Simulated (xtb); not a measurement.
**Run report: C2H6OSSi, geometry relaxation (part 1 of 3)**

System: C2H6OSSi.
Method: GFN0-xTB (xtb 6.7.1).

The geometry comes from this level: GFN2-xTB.

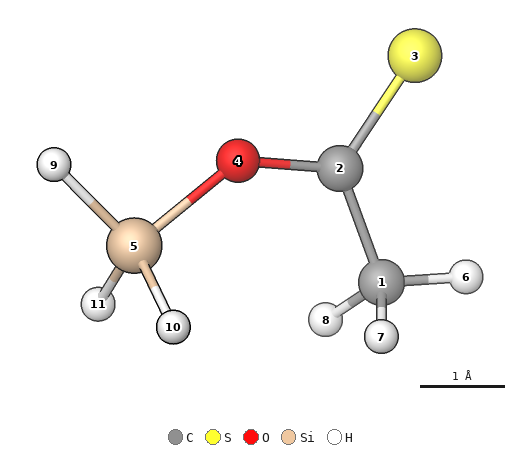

Fig. 1: The starting structure (ball-and-stick view, seen at a tilt; atoms are numbered from 1 in the order of the input).

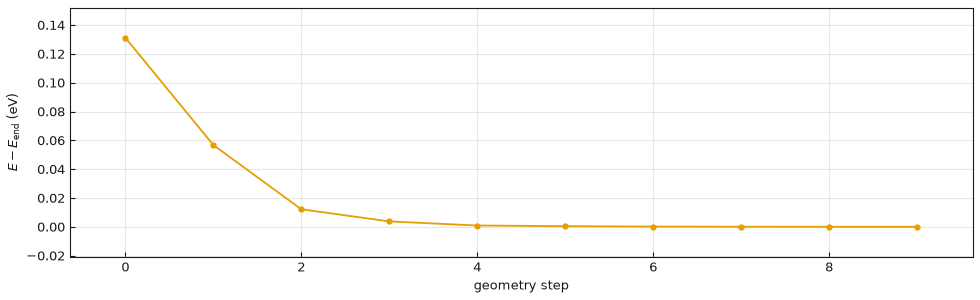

Fig. 2: Progress of the relaxation, step by step (steps are counted from 0).

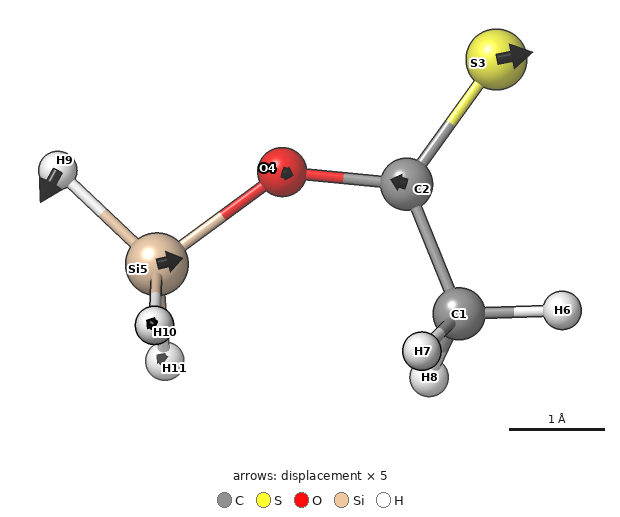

Fig. 3: The starting structure with the displacements as black arrows, magnified 5 times (ball-and-stick view, seen at a tilt). The two geometries are laid on each other by the best rigid fit. Over 9 geometry steps the energy falls by 0.131 eV. The largest moves after the best rigid fit, 0.080 Å, are those of S3 and H9. Largest moves by element: S 0.080 Å, H 0.080 Å, Si 0.057 Å, C 0.036 Å, O 0.026 Å. Among the contacts that change: C2–S3 1.625 → 1.698 Å, C2–O4 1.318 → 1.257 Å, O4–Si5 1.641 → 1.603 Å, C1–C2 1.492 → 1.510 Å. Among the angles that change: O4–Si5–H9 99.7° → 104.5°, H9–Si5–H10 114.5° → 109.9°, S3–C2–O4 119.6° → 123.1°. (Atoms are counted from 1 in the order of the input.)

These pictures come from the run below.

## The input (struc.xyz)
```
11

C      0.53371    -0.63886    -1.25207
C     -0.21302     0.62459    -0.98362
S     -0.62970     1.66389    -2.16189
O     -0.53899     0.89215     0.26466
Si    -0.35540     0.19874     1.74040
H      0.73515    -0.73755    -2.31430
H      1.47279    -0.63340    -0.69786
H     -0.05279    -1.49093    -0.90718
H     -1.02795     1.18879     2.55972
H      1.07234     0.04877     2.02084
H     -0.99615    -1.11620     1.73130
```

Launch command:
```bash
xtb struc.xyz --chrg 0 --uhf 0 -o tight --gfn 0 -v > struc.out
```

## The program's output
```
* xtb version 6.7.1
$$$$$$$$$$$$$$$$$$$$$$$$$$$$$$$$$$$$$$$$$$$$$$$$$$$$$$$$$$$$$$$$$$$$$$$$
 CONSTRAINTS & SCANS: DEBUG SECTION
$$$$$$$$$$$$$$$$$$$$$$$$$$$$$$$$$$$$$$$$$$$$$$$$$$$$$$$$$$$$$$$$$$$$$$$$
   ID    Z sym.   atoms
    1    6 C      1, 2
    2   16 S      3
    3    8 O      4
    4   14 Si     5
    5    1 H      6-11
$$$$$$$$$$$$$$$$$$$$$$$$$$$$$$$$$$$$$$$$$$$$$$$$$$$$$$$$$$$$$$$$$$$$$$$$

           -------------------------------------------------
          |                Calculation Setup                |
           -------------------------------------------------

          program call               : xtb struc.xyz --chrg 0 --uhf 0 -o tight --gfn 0 -v
          coordinate file            : struc.xyz
          xtbhome directory          : .
          path for xtb               : [file]
          xcontrol input file        : struc.xyz
          omp threads                :                     1

           -------------------------------------------------
          |                 G F N 0 - x T B                 |
           -------------------------------------------------

      * Hamiltonian:
        H0-scaling (s, p, d)           2.000000    2.486800    2.270000
        zeta-weighting                 1.000000
      * Dispersion:
        s8                             2.850000
        a1                             0.800000
        a2                             4.600000
        s9                             0.000000
      * Repulsion:
        kExp                           1.500000
        rExp                           1.000000
      * Coulomb:
        alpha                          0.000000
        third order                    atomic
        anisotropic                    false
      * Polar bond correction:
        rad-shift                      0.053700
        strength                      -0.012900
        en-exp                         3.484700
        en-scale                       0.509700

          ...................................................
          :                      SETUP                      :
          :.................................................:
          :  # basis functions                  44          :
          :  # atomic orbitals                  42          :
          :  # shells                           24          :
          :  # electrons                        30          :
          :  electronic temp.          300.0000000     K    :
          :  accuracy                    1.0000000          :
          :  -> integral cutoff          0.2500000E+02      :
          :  -> integral neglect         0.1000000E-07      :
          ...................................................
  Checking positiv definite overlap ...  done.

         #    Occupation            Energy/Eh            Energy/eV
      -------------------------------------------------------------
         1        2.0000           -0.7473173             -20.3355
       ...           ...                  ...                  ...
         9        2.0000           -0.4920465             -13.3893
        10        2.0000           -0.4822182             -13.1218
        11        2.0000           -0.4744793             -12.9112
        12        2.0000           -0.4720007             -12.8438
        13        2.0000           -0.4253585             -11.5746
        14        2.0000           -0.4181768             -11.3792
        15        2.0000           -0.4023713             -10.9491 (HOMO)
        16                         -0.2887685              -7.8578 (LUMO)
        17                         -0.2262378              -6.1562
        18                         -0.2151570              -5.8547
        19                         -0.2132905              -5.8039
        20                         -0.1563521              -4.2546
       ...                                ...                  ...
        42                          0.8245797              22.4380
      -------------------------------------------------------------
                  HL-Gap            0.1136028 Eh            3.0913 eV
             Fermi-level            0.0000000 Eh            0.0000 eV

 EHT (total)                   0 d,  0 h,  0 min,  0.004 sec
 EHT setup                      ...        0 min,  0.000 sec (  1.995%)
 Coordination number            ...        0 min,  0.000 sec (  0.925%)
 EEQ model density              ...        0 min,  0.000 sec (  1.103%)
 D4 Dispersion                  ...        0 min,  0.000 sec (  3.231%)
 Integral evaluation            ...        0 min,  0.001 sec ( 29.859%)
 Cholesky factorization         ...        0 min,  0.000 sec (  1.155%)
 Zeroth order Hamiltonian       ...        0 min,  0.000 sec ( 11.233%)
 Gradient calculation           ...        0 min,  0.002 sec ( 47.100%)

         :::::::::::::::::::::::::::::::::::::::::::::::::::::
         ::                     SUMMARY                     ::
         :::::::::::::::::::::::::::::::::::::::::::::::::::::
         :: total energy             -15.938215070933 Eh    ::
         :: gradient norm              0.056130711962 Eh/a0 ::
         :: HOMO-LUMO gap              3.091290511182 eV    ::
         ::.................................................::
         :: HOMO orbital eigv.       -10.949081452875 eV    ::
         :: LUMO orbital eigv.        -7.857790941693 eV    ::
         ::.................................................::
         :: H0 energy                -16.010231897212 Eh    ::
         :: repulsion energy           0.158248934076 Eh    ::
         :: electrostat energy        -0.071724389051 Eh    ::
         :: -> Gsolv                   0.000000000000 Eh    ::
         ::    -> Gsasa                0.000000000000 Eh    ::
         ::    -> Gshift               0.000000000000 Eh    ::
         :: dispersion energy         -0.003227187735 Eh    ::
         :: short-range corr.         -0.011280531011 Eh    ::
         :: add. restraining           0.000000000000 Eh    ::
         :: total charge              -0.000000000000 e     ::
         ::.................................................::
         :: atomisation energy         2.264208133602 Eh    ::
         :::::::::::::::::::::::::::::::::::::::::::::::::::::

      -----------------------------------------------------------
     |                   =====================                   |
     |                        A N C O P T                        |
     |                   =====================                   |
     |               Approximate Normal Coordinate               |
     |                Rational Function Optimizer                |
      -----------------------------------------------------------
      -----------------------------------------------------------
     |                   =====================                   |
     |                        A N C O P T                        |
     |                   =====================                   |
     |               Approximate Normal Coordinate               |
     |                Rational Function Optimizer                |
      -----------------------------------------------------------

          ...................................................
          :                      SETUP                      :
          :.................................................:
          :   optimization level             tight          :
          :   max. optcycles                   200          :
          :   ANC micro-cycles                  20          :
          :   degrees of freedom                27          :
          :.................................................:
          :   RF solver                   davidson          :
          :   write xtbopt.log                true          :
          :   linear?                        false          :
          :   energy convergence         0.1000000E-05 Eh   :
          :   grad. convergence          0.8000000E-03 Eh/α :
          :   maxmium RF displ.          1.0000000          :
          :   Hlow (freq-cutoff)         0.1000000E-01      :
          :   Hmax (freq-cutoff)         5.0000000          :
          :   S6 in model hess.         20.0000000          :
          ...................................................

generating ANC from exact Hessian ...
Using Lindh-Hessian (1995)
 Shifting diagonal of input Hessian by    8.1492625874486600E-003
 Lowest  eigenvalues of input Hessian
    0.000000    0.000000    0.000000    0.000000    0.000000    0.000000
    0.010000    0.016459    0.016834    0.028479    0.032671    0.035884
    0.041403    0.042401    0.045424    0.067638    0.098589    0.105250
 Highest eigenvalues
    0.875300    1.115179    1.170964    1.343164    1.745393    2.166350

........................................................................
.............................. CYCLE    1 ..............................
........................................................................
     Diagonalization            ...        0 min,  0.000 sec
 * total energy  :   -15.9382151 Eh     change        0.0000000E+00 Eh
   gradient norm :     0.0561307 Eh/α   predicted     0.0000000E+00 (   0.00%)
   displ. norm   :     0.1626071 α      lambda       -0.3645068E-02
   maximum displ.:     0.1029053 α      in ANC's #8, #7, #5, ...

........................................................................
.............................. CYCLE    2 ..............................
........................................................................
     Diagonalization            ...        0 min,  0.000 sec
 * total energy  :   -15.9409493 Eh     change       -0.2734206E-02 Eh
   gradient norm :     0.0378914 Eh/α   predicted    -0.1870721E-02 ( -31.58%)
   displ. norm   :     0.1600863 α      lambda       -0.2716826E-02
   maximum displ.:     0.0789618 α      in ANC's #7, #2, #8, ...

........................................................................
.............................. CYCLE    3 ..............................
........................................................................
     Diagonalization            ...        0 min,  0.000 sec
 * total energy  :   -15.9425891 Eh     change       -0.1639793E-02 Eh
   gradient norm :     0.0162326 Eh/α   predicted    -0.1393228E-02 ( -15.04%)
   displ. norm   :     0.0427340 α      lambda       -0.4556304E-03
   maximum displ.:     0.0235649 α      in ANC's #2, #25, #8, ...

........................................................................
.............................. CYCLE    4 ..............................
........................................................................
     Diagonalization            ...        0 min,  0.000 sec
 * total energy  :   -15.9428985 Eh     change       -0.3094487E-03 Eh
   gradient norm :     0.0078015 Eh/α   predicted    -0.2282329E-03 ( -26.25%)
   displ. norm   :     0.0464439 α      lambda       -0.1774919E-03
   maximum displ.:     0.0354438 α      in ANC's #8, #7, #25, ...

........................................................................
.............................. CYCLE    5 ..............................
........................................................................
     Diagonalization            ...        0 min,  0.000 sec
 * total energy  :   -15.9430030 Eh     change       -0.1044387E-03 Eh
   gradient norm :     0.0035833 Eh/α   predicted    -0.8893664E-04 ( -14.84%)
   displ. norm   :     0.0239793 α      lambda       -0.2422239E-04
   maximum displ.:     0.0167571 α      in ANC's #8, #2, #7, ...

........................................................................
.............................. CYCLE    6 ..............................
........................................................................
     Diagonalization            ...        0 min,  0.000 sec
 * total energy  :   -15.9430201 Eh     change       -0.1711336E-04 Eh
   gradient norm :     0.0024632 Eh/α   predicted    -0.1211823E-04 ( -29.19%)
   displ. norm   :     0.0265302 α      lambda       -0.1507408E-04
   maximum displ.:     0.0217829 α      in ANC's #2, #8, #5, ...

........................................................................
.............................. CYCLE    7 ..............................
........................................................................
     Diagonalization            ...        0 min,  0.001 sec
 * total energy  :   -15.9430300 Eh     change       -0.9942083E-05 Eh
   gradient norm :     0.0013707 Eh/α   predicted    -0.7540939E-05 ( -24.15%)
   displ. norm   :     0.0277741 α      lambda       -0.5765782E-05
   maximum displ.:     0.0257623 α      in ANC's #2, #5, #8, ...

........................................................................
.............................. CYCLE    8 ..............................
........................................................................
     Diagonalization            ...        0 min,  0.001 sec
 * total energy  :   -15.9430344 Eh     change       -0.4428049E-05 Eh
   gradient norm :     0.0006409 Eh/α   predicted    -0.2883140E-05 ( -34.89%)
   displ. norm   :     0.0077328 α      lambda       -0.1368630E-05
   maximum displ.:     0.0052623 α      in ANC's #2, #8, #5, ...
```
